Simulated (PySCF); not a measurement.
# C2H9SeSi (charge +1): saddle-point search

The run: saddle-point search of C2H9SeSi, charge +1. Method and program: PBE0-D3(BJ)/def2-SVP saddle search from the GFN2-xTB point and Hessian, gas phase (PySCF 2.14.0).

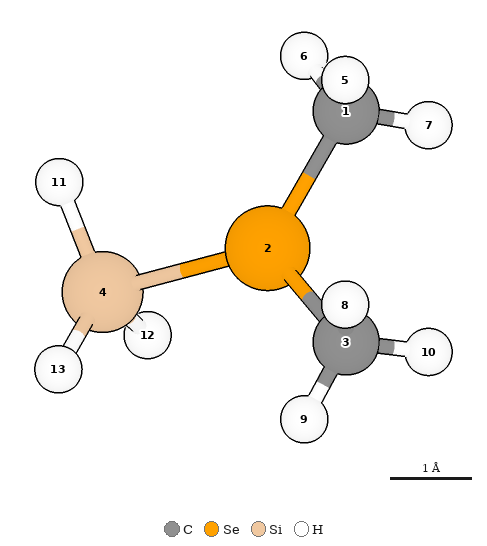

*The input geometry (ball-and-stick view, seen at a tilt; atoms are numbered from 1 in the order of the input).*

Input
```
{"job": {"xc": "PBE0", "basis": "def2-SVP", "kind": "refine"}, "charge": 1, "multiplicity": 1}
C     -0.892236     1.628563    -0.567961
Se     0.012270     0.001217     0.021754
C     -1.340990    -1.399825    -0.119338
Si     2.363806    -0.241424     0.732864
H     -1.232115     1.483931    -1.591893
H     -0.165635     2.435984    -0.517547
H     -1.726980     1.824675     0.102329
H     -1.667380    -1.462749    -1.155990
H     -0.872442    -2.331058     0.190437
H     -2.168910    -1.151249     0.542112
H      2.889632     0.849765    -0.080611
H      2.269130    -0.023102     2.174367
H      2.531852    -1.614727     0.269477
```

The first line tells a small driver script what to run in PySCF; the rest is the geometry in Å.

Machine: 1 CPU thread, shared host.

Launched with:
```bash
OMP_NUM_THREADS=1 python <driver script> task.json out
```

The program's output
```
step      E/eV     max force
  0    -75414.49843   1.2890
  1    -75414.59842   0.4376
  2    -75414.62507   0.2300
  3    -75414.62830   0.1320
  4    -75414.62210   0.2717
  5    -75414.62848   0.0929
  6    -75414.62907   0.0561
  7    -75414.62859   0.0682
  8    -75414.62866   0.0880
  9    -75414.62871   0.1196
 10    -75414.62896   0.0894
 11    -75414.62915   0.0524
 12    -75414.62877   0.0674
 13    -75414.62935   0.0495
 14    -75414.62732   0.1817
 15    -75414.62929   0.0404
 16    -75414.62950   0.0291
 17    -75414.62936   0.0615
 18    -75414.62957   0.0273
 19    -75414.62940   0.0563
 20    -75414.62957   0.0282
 21    -75414.62959   0.0363
 22    -75414.62966   0.0202
 23    -75414.62974   0.0236
 24    -75414.62988   0.0124
```

Trajectory as extended XYZ (Å, eV, eV/Å), 17 of the 25 frames kept, from step=0 to step=24
```
13
Properties=species:S:1:pos:R:3:forces:R:3 step=0 energy=-75414.49843
C    -0.8922    1.6286   -0.5680    0.2920  -0.2580   0.1670
Se    0.0123    0.0012    0.0218   -0.2150   0.0070  -0.1680
C    -1.3410   -1.3998   -0.1193    0.3600   0.1990   0.0950
Si    2.3638   -0.2414    0.7329   -1.2620   0.1530  -0.2130
H    -1.2321    1.4839   -1.5919    0.0080  -0.1350  -0.2980
H    -0.1656    2.4360   -0.5175    0.2500   0.2550   0.0190
H    -1.7270    1.8247    0.1023   -0.1680  -0.0060   0.2800
H    -1.6674   -1.4627   -1.1560    0.0350   0.0360  -0.3190
H    -0.8724   -2.3311    0.1904    0.1650  -0.2950   0.1010
H    -2.1689   -1.1512    0.5421   -0.1450   0.1320   0.2570
H     2.8896    0.8498   -0.0806    0.3010   0.2680  -0.1920
H     2.2691   -0.0231    2.1744    0.1720   0.0280   0.3720
H     2.5319   -1.6147    0.2695    0.2080  -0.3830  -0.0990
13
Properties=species:S:1:pos:R:3:forces:R:3 step=2 energy=-75414.62507
C    -0.8502    1.6692   -0.5749    0.0820   0.0110   0.0680
Se   -0.0519    0.0115    0.0249    0.0060   0.0020  -0.0130
C    -1.3168   -1.4476   -0.0971    0.0680  -0.0230   0.0950
Si    2.2029   -0.2216    0.7080   -0.2210  -0.0100  -0.0630
H    -1.1903    1.5223   -1.6050   -0.0140   0.0050  -0.0660
H    -0.0552    2.4271   -0.5344   -0.0290  -0.0420   0.0040
H    -1.6700    1.9278    0.1052    0.0060   0.0060   0.0170
H    -1.6603   -1.5034   -1.1352   -0.0180  -0.0270  -0.0590
H    -0.7651   -2.3582    0.1784   -0.0270   0.0620  -0.0220
H    -2.1366   -1.2612    0.6072    0.0220  -0.0030  -0.0010
H     2.8027    0.8735   -0.0806    0.0600   0.0680  -0.0310
H     2.2279   -0.0435    2.1736    0.0240   0.0110   0.0750
H     2.4628   -1.5960    0.2300    0.0390  -0.0600  -0.0050
13
Properties=species:S:1:pos:R:3:forces:R:3 step=3 energy=-75414.62830
C    -0.8337    1.6779   -0.5757    0.0110   0.0220  -0.0030
Se   -0.0682    0.0062    0.0235   -0.1200   0.0390  -0.0370
C    -1.3192   -1.4634   -0.0878    0.0280   0.0040  -0.0770
Si    2.1682   -0.2164    0.6885    0.1110  -0.0520   0.0490
H    -1.1744    1.5511   -1.6106    0.0140  -0.0090   0.0080
H    -0.0194    2.4144   -0.5254   -0.0270  -0.0300   0.0000
H    -1.6490    1.9545    0.1039    0.0230  -0.0120   0.0000
H    -1.6525   -1.5573   -1.1289    0.0210   0.0140   0.0110
H    -0.7592   -2.3559    0.2173    0.0190  -0.0240   0.0160
H    -2.1471   -1.2703    0.6012   -0.0420   0.0160   0.0550
H     2.7744    0.9076   -0.0656   -0.0220  -0.0160  -0.0060
H     2.2040   -0.0652    2.1624   -0.0040  -0.0030  -0.0200
H     2.4760   -1.5831    0.1973   -0.0130   0.0510   0.0050
13
Properties=species:S:1:pos:R:3:forces:R:3 step=4 energy=-75414.62210
C    -0.8238    1.6995   -0.5743    0.0110   0.0350   0.0140
Se   -0.0956    0.0077    0.0081    0.2530  -0.0690   0.0710
C    -1.3207   -1.4847   -0.0835    0.0110  -0.0910  -0.0390
Si    2.1646   -0.2199    0.6866   -0.2450   0.0440  -0.1090
H    -1.1640    1.5949   -1.6115   -0.0060   0.0030   0.0080
H     0.0169    2.4070   -0.5124   -0.0690  -0.0460  -0.0150
H    -1.6276    1.9943    0.1109   -0.0010  -0.0050  -0.0200
H    -1.6100   -1.6437   -1.1327    0.0200   0.0350   0.1190
H    -0.7466   -2.3474    0.2945   -0.0990   0.1260  -0.0540
H    -2.1773   -1.2754    0.5695    0.0160  -0.0190  -0.0300
H     2.7199    0.9252   -0.0702    0.0600   0.0180   0.0240
H     2.1928   -0.0908    2.1603    0.0200  -0.0040   0.0170
H     2.4715   -1.5667    0.1548    0.0310  -0.0250   0.0150
13
Properties=species:S:1:pos:R:3:forces:R:3 step=6 energy=-75414.62907
C    -0.8306    1.6771   -0.5876   -0.0020  -0.0090   0.0130
Se   -0.0708    0.0075    0.0234   -0.0390   0.0350  -0.0200
C    -1.3206   -1.4623   -0.0808   -0.0110   0.0070   0.0350
Si    2.1686   -0.2163    0.6976    0.0220  -0.0370   0.0130
H    -1.1641    1.5451   -1.6237   -0.0010  -0.0050  -0.0020
H    -0.0157    2.4110   -0.5361    0.0040  -0.0010   0.0020
H    -1.6478    1.9578    0.0873    0.0060  -0.0030  -0.0030
H    -1.6824   -1.5291   -1.1135   -0.0050  -0.0040  -0.0130
H    -0.7463   -2.3596    0.1839    0.0020  -0.0090  -0.0030
H    -2.1288   -1.2916    0.6409    0.0170   0.0020  -0.0190
H     2.7620    0.9175   -0.0497   -0.0010   0.0040   0.0030
H     2.1986   -0.0845    2.1730    0.0030   0.0040  -0.0140
H     2.4779   -1.5728    0.1853    0.0060   0.0160   0.0080
13
Properties=species:S:1:pos:R:3:forces:R:3 step=8 energy=-75414.62866
C    -0.8295    1.6771   -0.5736    0.0000   0.0270   0.0150
Se   -0.0754    0.0010    0.0205    0.0840   0.0190   0.0180
C    -1.3252   -1.4675   -0.0911   -0.0020  -0.0090   0.0130
Si    2.1747   -0.2132    0.6930   -0.0800  -0.0130  -0.0290
H    -1.1686    1.5532   -1.6089   -0.0020   0.0110  -0.0020
H    -0.0090    2.4069   -0.5202   -0.0380  -0.0330  -0.0070
H    -1.6423    1.9575    0.1074    0.0160  -0.0020  -0.0170
H    -1.6586   -1.5561   -1.1317   -0.0060  -0.0020  -0.0070
H    -0.7615   -2.3606    0.2100   -0.0040   0.0050  -0.0010
H    -2.1514   -1.2777    0.6041    0.0000  -0.0040  -0.0040
H     2.7636    0.9072   -0.0754    0.0120   0.0160  -0.0120
H     2.2059   -0.0505    2.1626    0.0070  -0.0010   0.0340
H     2.4773   -1.5774    0.2033    0.0140  -0.0140  -0.0010
13
Properties=species:S:1:pos:R:3:forces:R:3 step=9 energy=-75414.62871
C    -0.8384    1.6799   -0.5840    0.0090  -0.0130   0.0080
Se   -0.0665    0.0147    0.0237   -0.1150  -0.0130  -0.0300
C    -1.3138   -1.4585   -0.0844    0.0150   0.0140  -0.0060
Si    2.1674   -0.2224    0.6966    0.0860   0.0040   0.0370
H    -1.1762    1.5456   -1.6183    0.0010  -0.0100  -0.0060
H    -0.0282    2.4182   -0.5365    0.0220   0.0190   0.0010
H    -1.6538    1.9558    0.0947   -0.0030  -0.0050   0.0070
H    -1.6639   -1.5355   -1.1207    0.0030   0.0020  -0.0050
H    -0.7431   -2.3534    0.1952    0.0060  -0.0100   0.0040
H    -2.1306   -1.2815    0.6244   -0.0060   0.0060   0.0110
H     2.7721    0.9007   -0.0589   -0.0030  -0.0040   0.0080
H     2.2045   -0.0793    2.1715   -0.0070   0.0020  -0.0260
H     2.4704   -1.5844    0.1967   -0.0100   0.0060  -0.0040
13
Properties=species:S:1:pos:R:3:forces:R:3 step=10 energy=-75414.62896
C    -0.8372    1.6792   -0.5865   -0.0160   0.0060  -0.0050
Se   -0.0722    0.0124    0.0200    0.0860   0.0050   0.0240
C    -1.3179   -1.4593   -0.0812   -0.0140  -0.0010  -0.0100
Si    2.1752   -0.2218    0.6961   -0.0480   0.0130  -0.0290
H    -1.1742    1.5447   -1.6214    0.0000   0.0080   0.0040
H    -0.0249    2.4165   -0.5381   -0.0020  -0.0090   0.0010
H    -1.6531    1.9560    0.0917    0.0060   0.0030  -0.0070
H    -1.6653   -1.5433   -1.1178   -0.0050  -0.0050  -0.0030
H    -0.7482   -2.3524    0.2063    0.0050  -0.0070   0.0030
H    -2.1357   -1.2765    0.6252   -0.0090  -0.0020   0.0040
H     2.7762    0.9141   -0.0435   -0.0120  -0.0120   0.0020
H     2.1993   -0.0926    2.1705    0.0030  -0.0030   0.0100
H     2.4781   -1.5770    0.1788    0.0060   0.0050   0.0040
13
Properties=species:S:1:pos:R:3:forces:R:3 step=12 energy=-75414.62877
C    -0.8204    1.6713   -0.6054   -0.0250   0.0400   0.0190
Se   -0.0750    0.0049    0.0265    0.0300  -0.0090   0.0190
C    -1.3296   -1.4610   -0.0694   -0.0220  -0.0340  -0.0260
Si    2.1666   -0.2165    0.7078    0.0170   0.0070   0.0060
H    -1.1885    1.5134   -1.6271    0.0030   0.0140   0.0260
H     0.0118    2.3891   -0.6029   -0.0290  -0.0270  -0.0020
H    -1.6107    1.9895    0.0874    0.0410  -0.0190  -0.0500
H    -1.7158   -1.5096   -1.0968    0.0190  -0.0010   0.0620
H    -0.7494   -2.3655    0.1634   -0.0340   0.0440  -0.0060
H    -2.1212   -1.3002    0.6732    0.0250  -0.0110  -0.0300
H     2.7236    0.9743    0.0158   -0.0140  -0.0560   0.0330
H     2.1848   -0.1501    2.1904   -0.0040  -0.0020  -0.0660
H     2.5239   -1.5396    0.1373   -0.0060   0.0550   0.0170
13
Properties=species:S:1:pos:R:3:forces:R:3 step=14 energy=-75414.62732
C    -0.8387    1.6798   -0.5744   -0.0340   0.1250   0.1250
Se   -0.0700    0.0100    0.0183    0.0110  -0.0130   0.0130
C    -1.3171   -1.4608   -0.0909   -0.0380  -0.0960   0.0010
Si    2.1732   -0.2225    0.6887    0.0070   0.0300   0.0470
H    -1.2002    1.5413   -1.6005   -0.0030   0.0220   0.0050
H    -0.0168    2.4118   -0.5471   -0.0770  -0.0690  -0.0210
H    -1.6380    1.9711    0.1254    0.1200  -0.0610  -0.1220
H    -1.6077   -1.5933   -1.1434    0.0220   0.0130   0.1170
H    -0.7672   -2.3432    0.2742   -0.0800   0.1020  -0.0450
H    -2.1735   -1.2403    0.5626    0.0850  -0.0340  -0.0670
H     2.7596    0.9211   -0.0513    0.0010  -0.0230   0.0040
H     2.2149   -0.0986    2.1660   -0.0160   0.0010  -0.0410
H     2.4817   -1.5763    0.1722    0.0040   0.0030  -0.0170
13
Properties=species:S:1:pos:R:3:forces:R:3 step=15 energy=-75414.62929
C    -0.8238    1.6723   -0.5994   -0.0110   0.0230   0.0220
Se   -0.0735    0.0046    0.0229    0.0220  -0.0040   0.0070
C    -1.3285   -1.4607   -0.0716   -0.0180  -0.0300  -0.0020
Si    2.1691   -0.2177    0.7008   -0.0100   0.0160   0.0130
H    -1.1688    1.5299   -1.6303   -0.0030   0.0020  -0.0030
H    -0.0004    2.3983   -0.5653   -0.0080  -0.0060  -0.0040
H    -1.6315    1.9706    0.0806    0.0190  -0.0110  -0.0190
H    -1.7029   -1.5216   -1.1017    0.0100  -0.0020   0.0360
H    -0.7529   -2.3625    0.1803   -0.0250   0.0310  -0.0070
H    -2.1282   -1.2904    0.6600    0.0220  -0.0070  -0.0250
H     2.7359    0.9554   -0.0064    0.0020  -0.0090   0.0000
H     2.1916   -0.1288    2.1791   -0.0040  -0.0020  -0.0070
H     2.5140   -1.5493    0.1512    0.0040  -0.0020  -0.0100
13
Properties=species:S:1:pos:R:3:forces:R:3 step=16 energy=-75414.62950
C    -0.8250    1.6731   -0.5967    0.0060   0.0020   0.0090
Se   -0.0714    0.0050    0.0232   -0.0280  -0.0050  -0.0060
C    -1.3279   -1.4606   -0.0723    0.0110   0.0180   0.0040
Si    2.1694   -0.2180    0.6985    0.0160  -0.0130   0.0010
H    -1.1742    1.5307   -1.6262    0.0000  -0.0020  -0.0060
H    -0.0022    2.3995   -0.5660   -0.0020   0.0010  -0.0020
H    -1.6300    1.9696    0.0859    0.0020  -0.0030  -0.0020
H    -1.6853   -1.5377   -1.1057   -0.0040   0.0010  -0.0190
H    -0.7605   -2.3580    0.2046    0.0120  -0.0170   0.0070
H    -2.1383   -1.2773    0.6420   -0.0120   0.0060   0.0110
H     2.7381    0.9558   -0.0054   -0.0010   0.0030   0.0030
H     2.1896   -0.1355    2.1772    0.0010  -0.0020  -0.0050
H     2.5175   -1.5466    0.1409   -0.0030   0.0120   0.0050
13
Properties=species:S:1:pos:R:3:forces:R:3 step=18 energy=-75414.62957
C    -0.8241    1.6723   -0.5936   -0.0120   0.0010   0.0070
Se   -0.0716    0.0021    0.0210    0.0150   0.0040   0.0020
C    -1.3299   -1.4609   -0.0722   -0.0090   0.0090  -0.0060
Si    2.1718   -0.2182    0.6951   -0.0060  -0.0150  -0.0220
H    -1.1708    1.5339   -1.6245   -0.0010   0.0020  -0.0020
H    -0.0025    2.3997   -0.5577    0.0030  -0.0020  -0.0010
H    -1.6310    1.9652    0.0887    0.0070  -0.0030  -0.0080
H    -1.6681   -1.5561   -1.1109   -0.0030  -0.0020   0.0000
H    -0.7716   -2.3550    0.2337    0.0070  -0.0070   0.0040
H    -2.1528   -1.2604    0.6237   -0.0040  -0.0020   0.0020
H     2.7337    0.9602   -0.0057    0.0020   0.0110   0.0030
H     2.1916   -0.1412    2.1731    0.0030  -0.0030   0.0110
H     2.5252   -1.5417    0.1294   -0.0030   0.0070   0.0090
13
Properties=species:S:1:pos:R:3:forces:R:3 step=20 energy=-75414.62957
C    -0.8237    1.6723   -0.5969    0.0130   0.0010   0.0010
Se   -0.0716    0.0032    0.0219   -0.0190  -0.0010  -0.0040
C    -1.3302   -1.4607   -0.0712    0.0110  -0.0080   0.0080
Si    2.1705   -0.2179    0.6956    0.0050   0.0140   0.0240
H    -1.1711    1.5320   -1.6273    0.0000  -0.0020  -0.0030
H    -0.0005    2.3983   -0.5634   -0.0060  -0.0010  -0.0010
H    -1.6296    1.9676    0.0848   -0.0030   0.0020   0.0030
H    -1.6805   -1.5462   -1.1069    0.0030   0.0020   0.0020
H    -0.7653   -2.3570    0.2183   -0.0090   0.0090  -0.0030
H    -2.1455   -1.2699    0.6365    0.0050   0.0020  -0.0040
H     2.7333    0.9645    0.0002   -0.0030  -0.0100   0.0000
H     2.1925   -0.1441    2.1751   -0.0040  -0.0010  -0.0110
H     2.5217   -1.5421    0.1332    0.0070  -0.0070  -0.0120
13
Properties=species:S:1:pos:R:3:forces:R:3 step=21 energy=-75414.62959
C    -0.8243    1.6728   -0.5991   -0.0040   0.0000   0.0020
Se   -0.0717    0.0050    0.0224   -0.0020  -0.0040   0.0020
C    -1.3287   -1.4596   -0.0693   -0.0070   0.0060  -0.0020
Si    2.1699   -0.2193    0.6987    0.0080  -0.0240  -0.0260
H    -1.1727    1.5295   -1.6289    0.0010   0.0000   0.0000
H    -0.0021    2.3996   -0.5683    0.0030   0.0010  -0.0010
H    -1.6300    1.9694    0.0827    0.0030  -0.0020  -0.0030
H    -1.6834   -1.5414   -1.1038    0.0000  -0.0010   0.0020
H    -0.7627   -2.3566    0.2140    0.0030  -0.0030   0.0020
H    -2.1412   -1.2717    0.6424    0.0000   0.0000  -0.0020
H     2.7335    0.9621    0.0041    0.0010   0.0120   0.0040
H     2.1868   -0.1494    2.1773    0.0030  -0.0030   0.0070
H     2.5266   -1.5404    0.1276   -0.0090   0.0190   0.0150
13
Properties=species:S:1:pos:R:3:forces:R:3 step=22 energy=-75414.62966
C    -0.8232    1.6719   -0.6006    0.0040  -0.0040   0.0000
Se   -0.0712    0.0039    0.0219   -0.0110   0.0030  -0.0050
C    -1.3299   -1.4595   -0.0684    0.0090   0.0060   0.0010
Si    2.1704   -0.2187    0.6976    0.0020   0.0090   0.0180
H    -1.1747    1.5269   -1.6291    0.0010   0.0000  -0.0010
H     0.0003    2.3975   -0.5738    0.0000  -0.0010   0.0000
H    -1.6264    1.9707    0.0828   -0.0020   0.0010   0.0010
H    -1.6858   -1.5409   -1.1022   -0.0030   0.0000  -0.0100
H    -0.7640   -2.3567    0.2139    0.0040  -0.0080   0.0040
H    -2.1411   -1.2713    0.6440   -0.0080   0.0030   0.0070
H     2.7308    0.9701    0.0115   -0.0030  -0.0060   0.0030
H     2.1873   -0.1569    2.1776    0.0000   0.0000  -0.0100
H     2.5275   -1.5370    0.1248    0.0060  -0.0050  -0.0080
13
Properties=species:S:1:pos:R:3:forces:R:3 step=24 energy=-75414.62988
C    -0.8178    1.6689   -0.6071   -0.0040   0.0070   0.0020
Se   -0.0721    0.0012    0.0219    0.0010  -0.0100   0.0030
C    -1.3345   -1.4593   -0.0626   -0.0010   0.0120  -0.0010
Si    2.1697   -0.2177    0.6995   -0.0030  -0.0040   0.0000
H    -1.1775    1.5181   -1.6320    0.0010   0.0030   0.0020
H     0.0111    2.3890   -0.5920   -0.0050  -0.0040  -0.0010
H    -1.6143    1.9789    0.0798    0.0060  -0.0040  -0.0070
H    -1.6950   -1.5389   -1.0950   -0.0030  -0.0020  -0.0080
H    -0.7700   -2.3584    0.2162    0.0080  -0.0080   0.0050
H    -2.1424   -1.2696    0.6533   -0.0050   0.0030   0.0050
H     2.7124    0.9925    0.0372    0.0020  -0.0020   0.0060
H     2.1802   -0.1861    2.1801    0.0020   0.0020  -0.0030
H     2.5503   -1.5186    0.1007    0.0000   0.0070  -0.0020
```

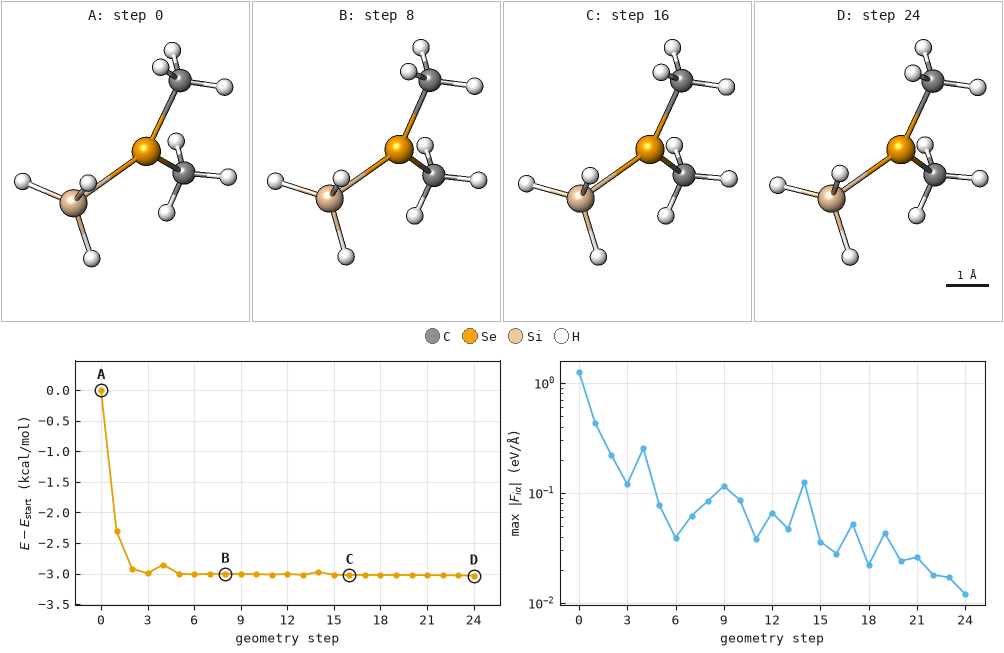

*Frames of the saddle-point search (ball-and-stick view, seen at a tilt) above the curves, on which the letters mark them (steps are counted from 0).*

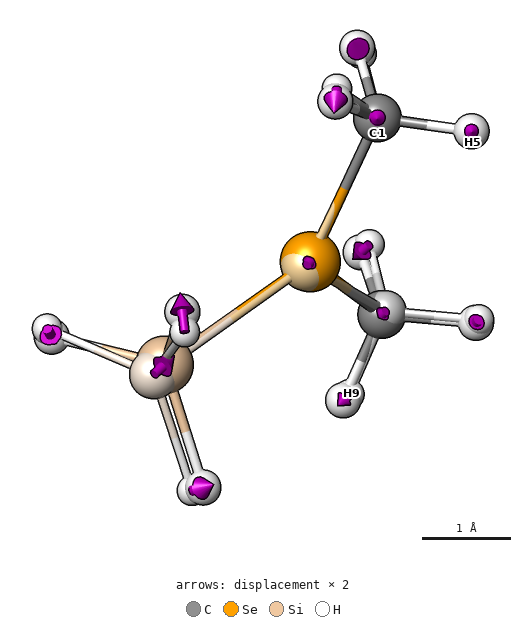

*Start (faint) and end (solid) with the displacements as pink arrows, magnified 2 times (ball-and-stick view, seen at a tilt). The two geometries are laid on each other by the best rigid fit.*

Over 24 geometry steps the energy falls by 3.03 kcal/mol. The largest force component goes from 1.3 to 0.012 eV/Å. H11 moves most after the best rigid fit: 0.25 Å. By element the largest moves are H 0.25 Å, Si 0.20 Å, C 0.09 Å, Se 0.08 Å. Distances before and after: Se2–Si4 2.469 → 2.352 Å, Si4–H11 1.459 → 1.482 Å, C1–Se2 1.953 → 1.932 Å, C1–H5 1.089 → 1.097 Å. Among the angles that change: C1–Se2–C3 104.8° → 112.7°, Se2–Si4–H13 96.4° → 102.1°, Se2–Si4–H12 102.0° → 107.0°. (Atoms are counted from 1 in the order of the input.)

Key numbers

```json
{"quantity": "outcome", "value": "converged"}
{"quantity": "total energy", "value": "−2771.436553 hartree"}
{"quantity": "wall time", "value": "2.4 min"}
{"quantity": "peak memory", "value": "0.6 GiB"}
```
